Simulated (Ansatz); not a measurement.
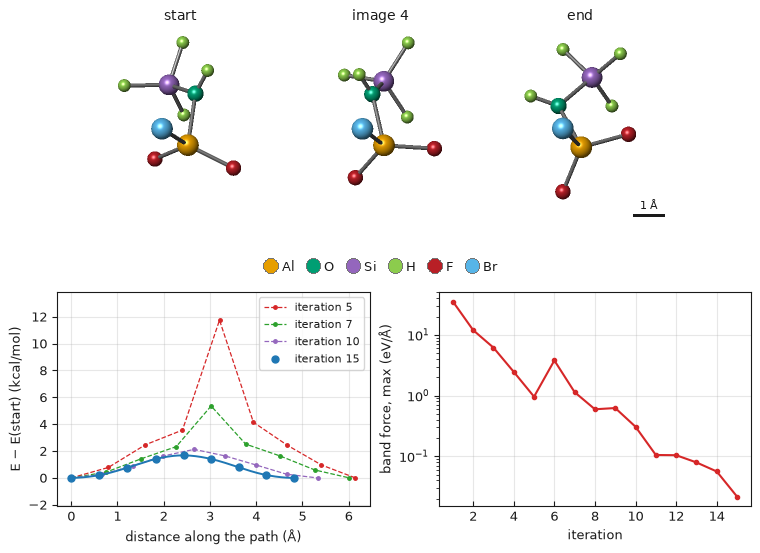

NEB run on AlSiH4OBrF2. Images are numbered from 0 (start) to 8 (end). The plot follows the band through its iterations. A ball-and-stick model, seen from a free direction.

Theory: RKS PBE0-D4/def2-SVP in Ansatz. Run with 7 movable images; climbing image; force threshold 0.05 eV/Å; iteration limit 60; starting path through a guess of the saddle point.

### Did the band converge, and can the barrier be trusted?

The result is final at these settings. The band converged in 15 iterations. The largest component of the band force went from 36 to 0.022 eV/Å. The climbing image converged on the top of the path. Its vibrational analysis gives one imaginary mode (52i cm⁻¹), as a transition state must have. The first iteration put the highest image at 197.78 kcal/mol. The barrier is about 1.68 kcal/mol in both directions, with image 4 at the top; the ends have the same energy.

The run took 4 min on 4 threads of Arm Neoverse V2 (shared host), peak memory 0.37 GiB.
